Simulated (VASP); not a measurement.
# In2Pt3 with PBEsol: from relaxation to properties

Aim: relax In2Pt3, then compute properties on the relaxed cell. The steps: full relaxation (PBEsol), second relaxation, single point with fields (PBEsol), band structure (PBEsol), total and projected DOS (PBEsol), volume scan with PBEsol and fit for PBEsol. The start is a computed cell from the Materials Project.

Calculated with VASP 6.6.1; PBEsol; plane waves and PAW (In_d, Pt).

## (1) The structure

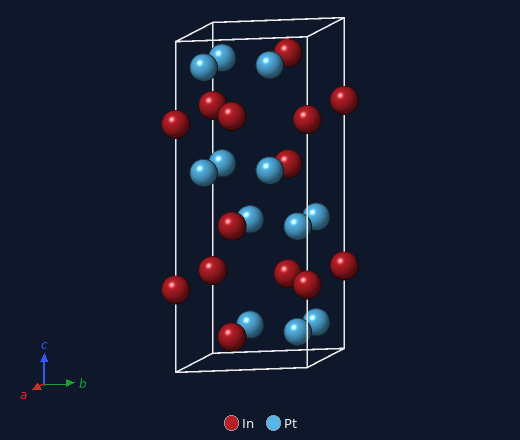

Start, viewed slightly off an axis; indium red, platinum blue. Some periodic images of atoms are drawn too.

## (2) Full relaxation (PBEsol)

The start need not lie at this functional's minimum. ISIF = 3 frees volume, shape and positions, and EDIFFG sets the threshold on forces and stress at which the search stops. PBEsol restores the gradient expansion of exchange and is tuned for the cells of solids.

INCAR

```
SYSTEM = In2Pt3
PREC = Accurate
ENCUT = 400
EDIFF = 1E-06
NELM = 100
ISMEAR = 1
SIGMA = 0.2
LREAL = .FALSE.
ALGO = Normal
GGA = PS
NBANDS = 138
LASPH = .TRUE.
LORBIT = 11
LWAVE = .FALSE.
LCHARG = .FALSE.
KPAR = 4
NCORE = 2
IBRION = 2
NSW = 60
ISIF = 3
EDIFFG = -0.01
```

POSCAR

```
In2Pt3
1.0
    5.6177271940      0.0000000000      0.0000000000
   -2.8088635970      4.8650944615      0.0000000000
    0.0000000000      0.0000000000     13.8489476400
In Pt
8 12
Direct
    0.0000000000      0.0000000000      0.2500000000
    0.0000000000      0.0000000000      0.7500000000
    0.3333333300      0.6666666700      0.2500000000
    0.6666666700      0.3333333300      0.7500000000
    0.3333333300      0.6666666700      0.9176494700
    0.3333333300      0.6666666700      0.5823505300
    0.6666666700      0.3333333300      0.0823505300
    0.6666666700      0.3333333300      0.4176494700
    0.1657644600      0.3315289300      0.0905576200
    0.6684710700      0.8342355400      0.0905576200
    0.1657644600      0.8342355400      0.0905576200
    0.6684710700      0.8342355400      0.4094423800
    0.1657644600      0.3315289300      0.4094423800
    0.1657644600      0.8342355400      0.4094423800
    0.8342355400      0.6684710700      0.9094423800
    0.3315289300      0.1657644600      0.9094423800
    0.8342355400      0.1657644600      0.9094423800
    0.3315289300      0.1657644600      0.5905576200
    0.8342355400      0.6684710700      0.5905576200
    0.8342355400      0.1657644600      0.5905576200
```

KPOINTS

```
Automatic mesh
0
Gamma
4 4 2
0 0 0
```

Potentials, in the order of the species: In_d and Pt (PBE family, release 64).

The run is started by

```bash
$ mpirun -np 8 vasp_std
```

What it wrote:

```text
[banner, memory and clock lines left out]
running    8 mpi-ranks, on    1 nodes
 distrk:  each k-point on    2 cores,    4 groups
 distr:  one band on    2 cores,    1 groups

 POSCAR found type information on POSCAR InPt
 POSCAR found :  2 types and      20 ions
|                                                                             |
|               ----> ADVICE to this user running VASP <----                  |
|                                                                             |
|     You have a (more or less) 'large supercell' and for larger cells it     |
|     might be more efficient to use real-space projection operators.         |
|     Therefore, try LREAL= Auto in the INCAR file.                           |
|     Mind: For very accurate calculation, you might also keep the            |
|     reciprocal projection scheme (i.e. LREAL=.FALSE.).                      |
|                                                                             |

|                                                                             |
|               ----> ADVICE to this user running VASP <----                  |
|                                                                             |
|     You enforced a specific xc type in the INCAR file but a different       |
|     [... a line on the potential file left out ...]
|     I HOPE YOU KNOW WHAT YOU ARE DOING!                                     |
|                                                                             |

 LDA part: xc-table for (Slater+PW92), standard interpolation
 POSCAR, INCAR and KPOINTS ok, starting setup
 FFT: planning ... GRIDC
 FFT: planning ... GRID_SOFT
 FFT: planning ... GRID
 WAVECAR not read
 entering main loop
       N       E                     dE             d eps       ncg     rms          rms(c)
DAV:   1     0.265502800363E+04    0.26550E+04   -0.80090E+04  2208   0.177E+03
DAV:   2     0.380477606529E+03   -0.22746E+04   -0.21775E+04  2256   0.520E+02
DAV:   3    -0.751544152677E+02   -0.45563E+03   -0.40705E+03  2274   0.217E+02
DAV:   4    -0.120837499077E+03   -0.45683E+02   -0.42982E+02  2912   0.694E+01
DAV:   5    -0.122287998873E+03   -0.14505E+01   -0.14410E+01  3112   0.116E+01    0.328E+01
DAV:   6    -0.118018285167E+03    0.42697E+01   -0.11974E+01  2400   0.124E+01    0.150E+01
DAV:   7    -0.117231091306E+03    0.78719E+00   -0.15051E+00  3032   0.837E+00    0.572E+00
DAV:   8    -0.117149456448E+03    0.81635E-01   -0.55550E-01  2704   0.355E+00    0.130E+00
DAV:   9    -0.117145162458E+03    0.42940E-02   -0.57909E-02  3096   0.139E+00    0.828E-01
DAV:  10    -0.117144192347E+03    0.97011E-03   -0.97986E-03  2712   0.417E-01    0.256E-01
DAV:  11    -0.117144341396E+03   -0.14905E-03   -0.10932E-03  2408   0.174E-01    0.627E-02
DAV:  12    -0.117144358952E+03   -0.17556E-04   -0.13823E-04  3160   0.846E-02    0.289E-02
DAV:  13    -0.117144362143E+03   -0.31915E-05   -0.22599E-05  3088   0.210E-02    0.122E-02
DAV:  14    -0.117144365330E+03   -0.31866E-05   -0.49192E-06  1992   0.732E-03    0.467E-03
DAV:  15    -0.117144365476E+03   -0.14619E-06   -0.33543E-07  1568   0.370E-03
   1 F= -.11714437E+03 E0= -.11714663E+03  d E =-.117144E+03
 curvature:   0.00 expect dE= 0.000E+00 dE for cont linesearch  0.000E+00
 trial: gam= 0.00000 g(F)=  0.783E-02 g(S)=  0.442E+00 ort = 0.000E+00 (trialstep = 0.100E+01)
 search vector abs. value=  0.449E+00
 bond charge predicted
       N       E                     dE             d eps       ncg     rms          rms(c)
DAV:   1    -0.124847746175E+03   -0.77034E+01   -0.17084E+02  3008   0.708E+01    0.218E+01
DAV:   2    -0.117581328822E+03    0.72664E+01   -0.20153E+01  2646   0.234E+01    0.561E+00
DAV:   3    -0.116997326494E+03    0.58400E+00   -0.17618E+00  3100   0.104E+01    0.254E+00
DAV:   4    -0.116951065914E+03    0.46261E-01   -0.25913E-01  3176   0.276E+00    0.268E+00
DAV:   5    -0.116948108269E+03    0.29576E-02   -0.15344E-02  2518   0.744E-01    0.200E+00
DAV:   6    -0.116941564827E+03    0.65434E-02   -0.20111E-02  3156   0.101E+00    0.143E-01
DAV:   7    -0.116941789979E+03   -0.22515E-03   -0.35630E-03  2638   0.341E-01    0.158E-01
DAV:   8    -0.116941834461E+03   -0.44481E-04   -0.21563E-04  3276   0.810E-02    0.136E-01
DAV:   9    -0.116941854950E+03   -0.20489E-04   -0.33358E-05  3152   0.284E-02    0.292E-02
DAV:  10    -0.116941855203E+03   -0.25349E-06   -0.33134E-06  1996   0.145E-02
   2 F= -.11694186E+03 E0= -.11694344E+03  d E =0.202510E+00
[... from here on, the cycles between the ionic steps are left out ...]
   3 F= -.11722601E+03 E0= -.11722817E+03  d E =-.816410E-01
   4 F= -.11722601E+03 E0= -.11722816E+03  d E =-.816410E-01
   5 F= -.11723014E+03 E0= -.11723229E+03  d E =-.413224E-02
   6 F= -.11723040E+03 E0= -.11723253E+03  d E =-.439250E-02
   7 F= -.11723195E+03 E0= -.11723413E+03  d E =-.154630E-02
   8 F= -.11723232E+03 E0= -.11723455E+03  d E =-.191793E-02
   9 F= -.11723280E+03 E0= -.11723506E+03  d E =-.478389E-03
  10 F= -.11723287E+03 E0= -.11723512E+03  d E =-.551386E-03
  11 F= -.11723357E+03 E0= -.11723587E+03  d E =-.701132E-03
  12 F= -.11723423E+03 E0= -.11723661E+03  d E =-.136402E-02
  13 F= -.11723424E+03 E0= -.11723663E+03  d E =-.137348E-02
 curvature:  -2.45 expect dE=-0.520E-03 dE for cont linesearch -0.580E-07
 trial: gam= 0.25145 g(F)=  0.681E-04 g(S)=  0.144E-03 ort = 0.698E-05 (trialstep = 0.112E+01)
 search vector abs. value=  0.346E-03
 bond charge predicted
       N       E                     dE             d eps       ncg     rms          rms(c)
DAV:   1    -0.117234648008E+03   -0.40625E-03   -0.96688E-02  2358   0.854E-01    0.167E-01
DAV:   2    -0.117234514662E+03    0.13335E-03   -0.44962E-03  3254   0.392E-01    0.840E-02
DAV:   3    -0.117234380560E+03    0.13410E-03   -0.35040E-04  2854   0.890E-02    0.466E-02
DAV:   4    -0.117234326872E+03    0.53688E-04   -0.86083E-05  2838   0.426E-02    0.126E-02
DAV:   5    -0.117234328273E+03   -0.14007E-05   -0.32853E-05  2486   0.276E-02    0.998E-03
DAV:   6    -0.117234327975E+03    0.29818E-06   -0.88803E-07  1184   0.872E-03
  14 F= -.11723433E+03 E0= -.11723676E+03  d E =-.862204E-04
 trial-energy change:   -0.000086  1 .order   -0.000086   -0.000240    0.000068
 step:   0.8709(harm=  0.8709)  dis= 0.00117  next Energy=  -117.234335 (dE=-0.933E-04)
 reached required accuracy - stopping structural energy minimisation
```

Wall time 4.5 min (8 MPI ranks of AMD EPYC 9R45, shared host); peak memory 2.7 GiB; 34 min of CPU time.

Lines that name or quote the potential files are left out of all logs, and their timing lines are given in words.

OUTCAR, selected parts (step 2):

```text
ion  position               nearest neighbor table
   1  0.000  0.000  0.250-  11 2.73  14 2.73  13 2.73   9 2.73  10 2.73  12 2.73   3 3.24   3 3.24
                             3 3.24   8 3.99   7 3.99   8 3.99   7 3.99   8 3.99   7 3.99
   2  0.000  0.000  0.750-  17 2.73  20 2.73  19 2.73  15 2.73  16 2.73  18 2.73   4 3.24   4 3.24
                             4 3.24   6 3.99   5 3.99   5 3.99   6 3.99   5 3.99   6 3.99
   3  0.333  0.667  0.250-   9 2.74  13 2.74  12 2.74  10 2.74  11 2.74  14 2.74   1 3.24   1 3.24
                             1 3.24   7 3.99   8 3.99   7 3.99   8 3.99   8 3.99   7 3.99
   4  0.667  0.333  0.750-  15 2.74  19 2.74  18 2.74  16 2.74  17 2.74  20 2.74   2 3.24   2 3.24
                             2 3.24   6 3.99   5 3.99   6 3.99   5 3.99   6 3.99   5 3.99
   5  0.333  0.667  0.918-  16 2.81  15 2.81  17 2.81  17 2.81  16 2.81  15 2.81   9 2.90  10 2.90
                            11 2.90   7 3.97   7 3.97   7 3.97   4 3.99   2 3.99   4 3.99   2 3.99
   6  0.333  0.667  0.582-  18 2.81  19 2.81  20 2.81  20 2.81  18 2.81  19 2.81  13 2.90  12 2.90
                            14 2.90   8 3.97   8 3.97   8 3.97   4 3.99   2 3.99   4 3.99   2 3.99
   7  0.667  0.333  0.082-  10 2.81   9 2.81  11 2.81  11 2.81  10 2.81   9 2.81  15 2.90  16 2.90
                            17 2.90   5 3.97   5 3.97   5 3.97   3 3.99   1 3.99   3 3.99   1 3.99
   8  0.667  0.333  0.418-  12 2.81  13 2.81  14 2.81  14 2.81  12 2.81  13 2.81  19 2.90  18 2.90
                            20 2.90   6 3.97   6 3.97   6 3.97   3 3.99   1 3.99   3 3.99   1 3.99
   9  0.166  0.332  0.091-   1 2.73   3 2.74  10 2.79  11 2.79   7 2.81   7 2.81  11 2.82  10 2.82
                             5 2.90  17 2.98  16 2.98
  10  0.668  0.834  0.091-   1 2.73   3 2.74   9 2.79  11 2.79   7 2.81   7 2.81   9 2.82  11 2.82
                             5 2.90  17 2.98  15 2.98
  11  0.166  0.834  0.091-   1 2.73   3 2.74   9 2.79  10 2.79   7 2.81   7 2.81   9 2.82  10 2.82
                             5 2.90  16 2.98  15 2.98
  12  0.668  0.834  0.409-   1 2.73   3 2.74  13 2.79  14 2.79   8 2.81   8 2.81  13 2.82  14 2.82
                             6 2.90  20 2.98  19 2.98
  13  0.166  0.332  0.409-   1 2.73   3 2.74  12 2.79  14 2.79   8 2.81   8 2.81  14 2.82  12 2.82
                             6 2.90  20 2.98  18 2.98
  14  0.166  0.834  0.409-   1 2.73   3 2.74  13 2.79  12 2.79   8 2.81   8 2.81  13 2.82  12 2.82
                             6 2.90  18 2.98  19 2.98
  15  0.834  0.668  0.909-   2 2.73   4 2.74  16 2.79  17 2.79   5 2.81   5 2.81  17 2.82  16 2.82
                             7 2.90  11 2.98  10 2.98
  16  0.332  0.166  0.909-   2 2.73   4 2.74  15 2.79  17 2.79   5 2.81   5 2.81  15 2.82  17 2.82
                             7 2.90  11 2.98   9 2.98
  17  0.834  0.166  0.909-   2 2.73   4 2.74  15 2.79  16 2.79   5 2.81   5 2.81  15 2.82  16 2.82
                             7 2.90  10 2.98   9 2.98
  18  0.332  0.166  0.591-   2 2.73   4 2.74  19 2.79  20 2.79   6 2.81   6 2.81  19 2.82  20 2.82
                             8 2.90  14 2.98  13 2.98
  19  0.834  0.668  0.591-   2 2.73   4 2.74  18 2.79  20 2.79   6 2.81   6 2.81  20 2.82  18 2.82
                             8 2.90  14 2.98  12 2.98
  20  0.834  0.166  0.591-   2 2.73   4 2.74  19 2.79  18 2.79   6 2.81   6 2.81  19 2.82  18 2.82
                             8 2.90  12 2.98  13 2.98

  LATTYP: Found a hexagonal cell.
 ALAT       =     5.6177271940
 C/A-ratio  =     2.4652225289

 Subroutine GETGRP returns: Found 24 space group operations
 (whereof 12 operations were pure point group operations)

The static configuration has the point symmetry D_3d.
 The point group associated with its full space group is D_6h.

 Found      8 irreducible k-points:

   k-points           NKPTS =      8   k-points in BZ     NKDIM =      8   number of bands    NBANDS=    138

   dimension x,y,z NGX =    40 NGY =   40 NGZ =   90
   dimension x,y,z NGXF=    80 NGYF=   80 NGZF=  180

   ENCUT  =  400.0 eV  29.40 Ry    5.42 a.u.   9.16  9.16 22.58*2*pi/ulx,y,z

   NELECT =     224.0000    total number of electrons

 k-points in reciprocal lattice and weights: Automatic mesh
   0.00000000  0.00000000  0.00000000       0.031
   0.25000000 -0.00000000  0.00000000       0.188
   0.50000000 -0.00000000  0.00000000       0.094
   0.25000000  0.25000000  0.00000000       0.188
   0.00000000  0.00000000  0.50000000       0.031
   0.25000000 -0.00000000  0.50000000       0.188
   0.50000000 -0.00000000  0.50000000       0.094
   0.25000000  0.25000000  0.50000000       0.188

 average (electrostatic) potential at core
       1 -91.3262       2 -91.3262       3 -91.2988       4 -91.2988       5 -91.2840
       6 -91.2840       7 -91.2840       8 -91.2840       9 -64.1987      10 -64.1987
      11 -64.1987      12 -64.1987      13 -64.1987      14 -64.1987      15 -64.1987
      16 -64.1987      17 -64.1987      18 -64.1987      19 -64.1987      20 -64.1987

 E-fermi :   9.4255

 k-point     1 :       0.0000    0.0000    0.0000
  band No.  band energies     occupation
    ...
    107       8.8206      2.00016
    108       9.0235      2.01547
    109       9.0235      2.01547
    110       9.3325      1.70100
    111       9.3325      1.70100
    112       9.5656      0.08005
    113       9.6632     -0.07048
    114       9.6639     -0.07056
    115       9.7464     -0.04573
    116       9.7473     -0.04530
    ...

 k-point     2 :       0.2500   -0.0000    0.0000
  band No.  band energies     occupation
    ...
    108       8.5383      2.00000
    109       8.6642      2.00000
    110       8.8066      2.00011
    111       8.9000      2.00128
    112       9.0730      2.03182
    113       9.9218     -0.00252
    114      10.0208     -0.00021
    115      10.4263     -0.00000
    116      10.6031     -0.00000
    117      10.6506     -0.00000
    ...

 k-point     3 :       0.5000   -0.0000    0.0000
  band No.  band energies     occupation
    ...
    108       8.3876      2.00000
    109       8.6563      2.00000
    110       8.7253      2.00001
    111       8.8051      2.00010
    112       8.8796      2.00078
    113      10.1766     -0.00000
    114      10.3183     -0.00000
    115      10.4604     -0.00000
    116      10.5545     -0.00000
    117      11.0609     -0.00000
    ...

  Total       -0.1018789     -0.1018789     -0.0383845     -0.0000000      0.0000000      0.0000000
  in kB       -0.4403572     -0.4403572     -0.1659114     -0.0000000      0.0000000      0.0000000
  external PRESSURE =      -0.3488753 kB  Pullay stress =       0.0000000 kB

  energy-cutoff  :      400.00
  volume of cell :      370.67
      direct lattice vectors                 reciprocal lattice vectors
     5.574023921  0.000000000  0.000000000     0.179403608  0.103578721  0.000000000
    -2.787011961  4.827246317  0.000000000     0.000000000  0.207157442  0.000000000
    -0.000000000 -0.000000000 13.775947146     0.000000000 -0.000000000  0.072590290

 POSITION                                       TOTAL-FORCE (eV/Angst)
 -----------------------------------------------------------------------------------
      0.00000     -0.00000      3.44399        -0.000000      0.000000      0.000000
      0.00000     -0.00000     10.33196        -0.000000      0.000000     -0.000000
     -0.00000      3.21816      3.44399        -0.000000      0.000000      0.000000
      2.78701      1.60908     10.33196        -0.000000     -0.000000     -0.000000
     -0.00000      3.21816     12.61951        -0.000000     -0.000000      0.000370
     -0.00000      3.21816      8.04441        -0.000000     -0.000000     -0.000370
      2.78701      1.60908      1.15643        -0.000000      0.000000     -0.000370
      2.78701      1.60908      5.73154        -0.000000      0.000000      0.000370
     -0.00000      1.60013      1.23408        -0.000000     -0.002851     -0.002514
      1.40126      4.02718      1.23408         0.002469      0.001425     -0.002514
     -1.40126      4.02718      1.23408        -0.002469      0.001425     -0.002514
      1.40126      4.02718      5.65390         0.002469      0.001425      0.002514
     -0.00000      1.60013      5.65390        -0.000000     -0.002851      0.002514
     -1.40126      4.02718      5.65390        -0.002469      0.001425      0.002514
      2.78701      3.22712     12.54187         0.000000      0.002851      0.002514
      1.38575      0.80007     12.54187        -0.002469     -0.001425      0.002514
      4.18827      0.80007     12.54187         0.002469     -0.001425      0.002514
      1.38575      0.80007      8.12205        -0.002469     -0.001425     -0.002514
      2.78701      3.22712      8.12205         0.000000      0.002851     -0.002514
      4.18827      0.80007      8.12205         0.002469     -0.001425     -0.002514
 -----------------------------------------------------------------------------------
    total drift:                               -0.000000     -0.000000     -0.000000

  FREE ENERGIE OF THE ION-ELECTRON SYSTEM (eV)
  ---------------------------------------------------
  free  energy   TOTEN  =      -117.2343279747 eV

  energy  without entropy=     -117.2416151931  energy(sigma->0) =     -117.23675705

 reached required accuracy - stopping structural energy minimisation

 total charge
# of ion       s       p       d       tot
------------------------------------------
    1        0.860   0.713   9.933  11.506
    2        0.860   0.713   9.933  11.506
    3        0.835   0.743   9.923  11.500
    4        0.835   0.743   9.923  11.500
    5        0.835   0.706   9.933  11.474
    6        0.835   0.706   9.933  11.474
    7        0.835   0.706   9.933  11.474
    8        0.835   0.706   9.933  11.474
    9        0.634   0.560   8.150   9.343
   10        0.634   0.560   8.150   9.343
   11        0.634   0.560   8.150   9.343
   12        0.634   0.560   8.150   9.343
   13        0.634   0.560   8.150   9.343
   14        0.634   0.560   8.150   9.343
   15        0.634   0.560   8.150   9.343
   16        0.634   0.560   8.150   9.343
   17        0.634   0.560   8.150   9.343
   18        0.634   0.560   8.150   9.343
   19        0.634   0.560   8.150   9.343
   20        0.634   0.560   8.150   9.343
--------------------------------------------------
tot         14.333  12.450 177.244 204.027

[... 3 further parts left out ...]
```

CONTCAR:

```
In2Pt3
   1.00000000000000
     5.5740239212002303    0.0000000000000000    0.0000000000000000
    -2.7870119606001151    4.8272463170276891    0.0000000000000000
    -0.0000000000000000   -0.0000000000000000   13.7759471457232188
  In              Pt
     8    12
Direct
     0.0000000000000000    0.0000000000000000    0.2500000000000000
     0.0000000000000000    0.0000000000000000    0.7500000000000000
     0.3333333300000021    0.6666666699999979    0.2500000000000000
     0.6666666699999979    0.3333333300000021    0.7500000000000000
     0.3333333300000021    0.6666666699999979    0.9160540777861641
     0.3333333300000021    0.6666666699999979    0.5839459222138359
     0.6666666699999979    0.3333333300000021    0.0839459222138360
     0.6666666699999979    0.3333333300000021    0.4160540777861640
     0.1657394663228519    0.3314789426457047    0.0895820849583609
     0.6685210573542951    0.8342605336771480    0.0895820849583609
     0.1657394663228520    0.8342605336771480    0.0895820849583609
     0.6685210573542951    0.8342605336771480    0.4104179150416391
     0.1657394663228519    0.3314789426457047    0.4104179150416391
     0.1657394663228520    0.8342605336771480    0.4104179150416391
     0.8342605336771480    0.6685210573542951    0.9104179150416393
     0.3314789426457048    0.1657394663228519    0.9104179150416393
     0.8342605336771479    0.1657394663228519    0.9104179150416393
     0.3314789426457048    0.1657394663228519    0.5895820849583607
     0.8342605336771480    0.6685210573542951    0.5895820849583607
     0.8342605336771479    0.1657394663228519    0.5895820849583607
```

The k-mesh is coarse for a metal. The PAW data sets were made with PBE, which is usual practice but a small mismatch for other functionals. The run keeps the 24 symmetry operations of its start, so it cannot find a distortion of lower symmetry.

[end of part 1 of 6]

[Lines on the potential files, build, host, timing and source positions are cut from VASP's logs without a mark.]

[Logs are printed without paths, hosts, clocks, repeated set-up lines and the standing remarks that a program may print on its own settings, such as how far it seeks lower states.]

[Hosts, paths, dates, database ids (printed as entryN), source tags and the programs' standing remarks are cut or masked in the printed files.]

[A measured line is paired with the nearest computed mode of its activity, which favours agreement.]
